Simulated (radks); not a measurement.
**Sn⁻ inside a hard spherical wall**

What does compression do to the levels of Sn⁻? A hard sphere of shrinking radius stands in for pressure; the configuration is held at [Kr] 4d10 5s2 5p3.

Program: radks (a radial shooting solver on a logarithmic mesh, Libxc functionals) version 1. Level of theory: scalar-relativistic Kohn-Sham, PBEsol, spin-unpolarised, spherical densities, finite nucleus. These are calculated values, not measurements, unless marked.

## Step 1: The system

```
element            : tin (Z = 50)
charge             : -1
electrons          : 51
configuration      : [Kr] 4d10 5s2 5p3
nuclear rms radius : 4.6519 fm
```

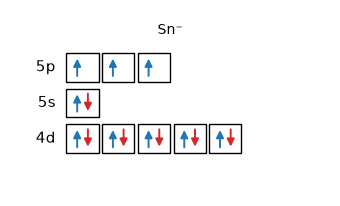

Outer shells as boxes.

## Step 2: Wall at 20 bohr

Input:

```text
Z 50
configuration [Kr] 4d10 5s2 5p3 6s0 4f0 5d0
relativity scalar-relativistic
functional pbe_sol,pbe_sol
spin unpolarised
nucleus finite rms 4.6519 fm
wall 20 bohr
c 137.035999084
```

Launch:

```
$ python run_ks.py task.json out
```

All runs below come from this command, one after another.

## Step 3: Wall at 15 bohr

Settings, as their differences from step 2:

```diff
@@ -6,3 +6,3 @@
 nucleus finite rms 4.6519 fm
-wall 20 bohr
+wall 15 bohr
 c 137.035999084
```

## Step 4: Wall at 12 bohr

Settings, as their differences from step 3:

```diff
@@ -6,3 +6,3 @@
 nucleus finite rms 4.6519 fm
-wall 15 bohr
+wall 12 bohr
 c 137.035999084
```

## Step 5: Wall at 8 bohr

Settings, as their differences from step 4:

```diff
@@ -6,3 +6,3 @@
 nucleus finite rms 4.6519 fm
-wall 12 bohr
+wall 8 bohr
 c 137.035999084
```

## Step 6: Wall at 5 bohr

Settings, as their differences from step 5:

```diff
@@ -6,3 +6,3 @@
 nucleus finite rms 4.6519 fm
-wall 8 bohr
+wall 5 bohr
 c 137.035999084
```

## Step 7: Wall at 4 bohr

Settings, as their differences from step 6:

```diff
@@ -6,3 +6,3 @@
 nucleus finite rms 4.6519 fm
-wall 5 bohr
+wall 4 bohr
 c 137.035999084
```

## Step 8: Wall at 3 bohr

Settings, as their differences from step 7:

```diff
@@ -6,3 +6,3 @@
 nucleus finite rms 4.6519 fm
-wall 4 bohr
+wall 3 bohr
 c 137.035999084
```

## Step 9: Wall at 2.5 bohr

Settings, as their differences from step 8:

```diff
@@ -6,3 +6,3 @@
 nucleus finite rms 4.6519 fm
-wall 3 bohr
+wall 2.5 bohr
 c 137.035999084
```

## Step 10: Wall at 1.5 bohr

Settings, as their differences from step 9:

```diff
@@ -6,3 +6,3 @@
 nucleus finite rms 4.6519 fm
-wall 2.5 bohr
+wall 1.5 bohr
 c 137.035999084
```

Q: Predict the outcome of this session. Wanted: for each run, R; E − E(widest); ε(5p); ε(6s, empty); ε(5d, empty); ε(4f, empty); pressure.

The runs gave:

| R (bohr) | E − E(widest) (eV) | ε(5p) (eV) | ε(6s, empty) (eV) | ε(5d, empty) (eV) | ε(4f, empty) (eV) | pressure (GPa) |
| --- | --- | --- | --- | --- | --- | --- |
| 20 | 0.000 | 1.166 | 1.976 | 2.586 | 3.088 | 0.000417 |
| 15 | 0.025 | 1.285 | 2.580 | 3.634 | 4.619 | 0.00421 |
| 12 | 0.096 | 1.492 | 3.346 | 4.720 | 6.366 | 0.0273 |
| 8 | 0.864 | 2.594 | 6.860 | 7.967 | 11.707 | 0.752 |
| 5 | 9.039 | 7.833 | 23.302 | 18.060 | 24.859 | 29.8 |
| 4 | 25.635 | 14.709 | 44.319 | 29.459 | 35.802 | 157 |
| 3 | 92.857 | 35.110 | 102.30 | 59.687 | 56.950 | 1305 |
| 2.5 | 206.79 | 63.084 | 173.95 | 96.605 | 77.348 | 4974 |
| 1.5 | 1815.3 | 338.11 | 751.89 | 395.65 | 210.84 | 187890 |

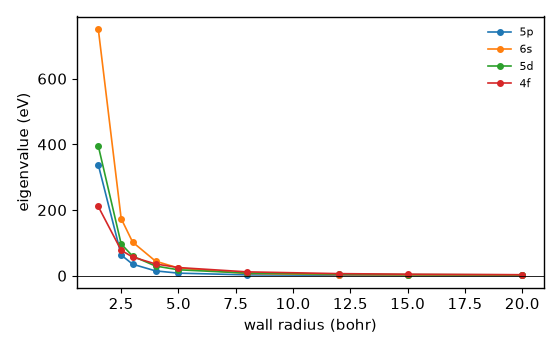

Outer levels against the radius of the wall.

What this shows: At the tightest wall, 1.5 bohr, the energy stands 1815.3 eV above the widest wall (20 bohr) and the pressure, −dE/dV, is 187890 GPa. Of the levels in the table that exist at both ends, 6s (empty) rises most from the widest wall (20 bohr) (749.92 eV). From R = 20 bohr inwards the highest occupied level lies above zero, in an anion first from self-interaction, then from the wall. Shells are not refilled when levels cross, and a hard wall is a model, not a crystal.
